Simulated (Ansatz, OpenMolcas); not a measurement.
**CH8BN (SMILES [BH3-][NH2+]C): the vertical ionisation energy, rung by rung**

The species is CH8BN (11 atoms), meant as a singlet with charge 0. SMILES: `[BH3-][NH2+]C`. Geometry: relaxed at PBE0-D4/def2-TZVP.

| atom | x (Å) | y (Å) | z (Å) |
| --- | --- | --- | --- |
| B | -0.8284 | 1.0320 | -0.2051 |
| N | -0.3495 | -0.4975 | 0.0708 |
| C | 1.1078 | -0.6611 | 0.1552 |
| H | -2.0409 | 0.9910 | -0.2454 |
| H | -0.3251 | 1.3417 | -1.2657 |
| H | -0.4029 | 1.6775 | 0.7312 |
| H | -0.7835 | -0.8152 | 0.9323 |
| H | -0.7210 | -1.0847 | -0.6699 |
| H | 1.4757 | -0.0241 | 0.9576 |
| H | 1.5435 | -0.3171 | -0.7813 |
| H | 1.3898 | -1.6994 | 0.3411 |

Quantity: the vertical ionisation energy (to the doublet cation), in eV. The values are calculated.

```json
{"level": "HF/cc-pVDZ", "kind": "Hartree–Fock", "program": "OpenMolcas", "value (eV)": "9.63"}
{"level": "PBE/cc-pVDZ", "kind": "GGA", "program": "OpenMolcas", "value (eV)": "10.01"}
{"level": "M06-L/cc-pVDZ", "kind": "meta-GGA", "program": "OpenMolcas", "value (eV)": "10.17"}
{"level": "TPSS/cc-pVDZ", "kind": "meta-GGA", "program": "OpenMolcas", "value (eV)": "10.12"}
{"level": "B3LYP/cc-pVDZ", "kind": "global hybrid", "program": "Ansatz", "value (eV)": "10.26"}
{"level": "PBE-QIDH/cc-pVDZ", "kind": "double hybrid", "program": "Ansatz", "value (eV)": "10.41"}
{"level": "RPA@PBE/cc-pVDZ", "kind": "RPA", "program": "Ansatz", "value (eV)": "10.11"}
{"level": "CCSD/cc-pVDZ", "kind": "coupled cluster or CI", "program": "Ansatz", "value (eV)": "10.38"}
```

The values span 9.63 to 10.41 eV. The second state's dipole differs much between rows, so they may not all be the same state.

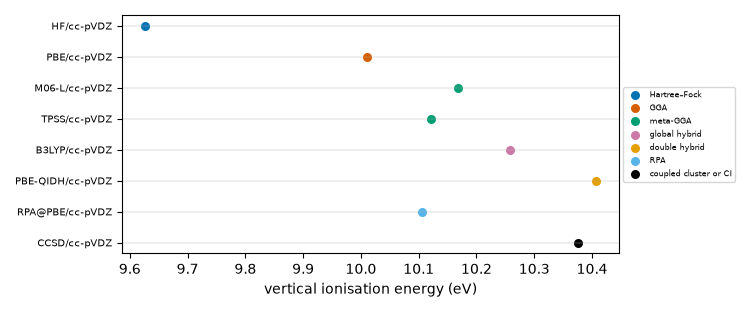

The values of the table, level by level.
